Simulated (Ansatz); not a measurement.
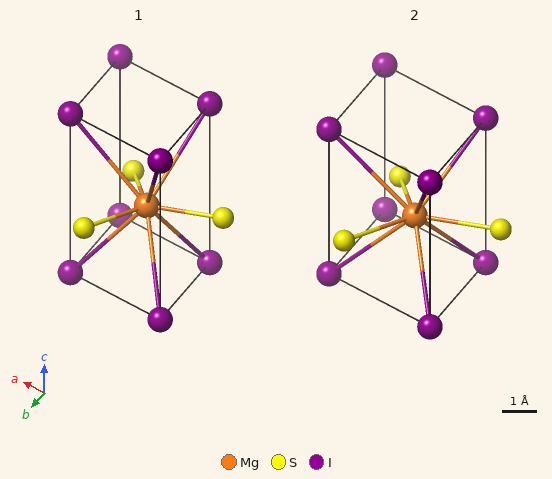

Two geometries of a crystal of MgSI (a generated structure, set up in P-6m2) (coarse preliminary run), drawn at one scale. One is the start of a relaxation, the other its converged end. A ball-and-stick model of the cell of the calculation, seen from a free direction.

Method: Ansatz 0.2.0, DFT PBE, scalar-relativistic, plane waves, PAW. (plane-wave cutoff 420 eV; k-point mesh 6 × 6 × 4; occupations gaussian; smearing width 0.1 eV; no spin polarisation; cell and atoms relaxed; force threshold 0.04 eV/Å; at most 70 steps)

### Which of the two is the end point?

Structure 1 is the relaxed one. After 4 accepted moves (5 points after the start) the energy has fallen by 212 meV per atom. All forces vanish by symmetry, so only the cell relaxes. The pressure goes from −5.57 to −0.08 GPa. The SCF was repeated once at an unchanged geometry on a basis and grid sized afresh for the cell, which shifted the energy by 0.1 meV per atom at most. No atom moves by more than 0.005 Å relative to the cell. Cell: a = b 4.769 → 4.239 Å (−11.1 %), c 4.806 → 5.281 Å (+9.9 %). Volume −13.2 %. Near-neighbour distances that change, for instance: Mg–S 2.754 → 2.447 Å, I–Mg 3.655 → 3.600 Å. The space group stays P-6m2 (No. 187).
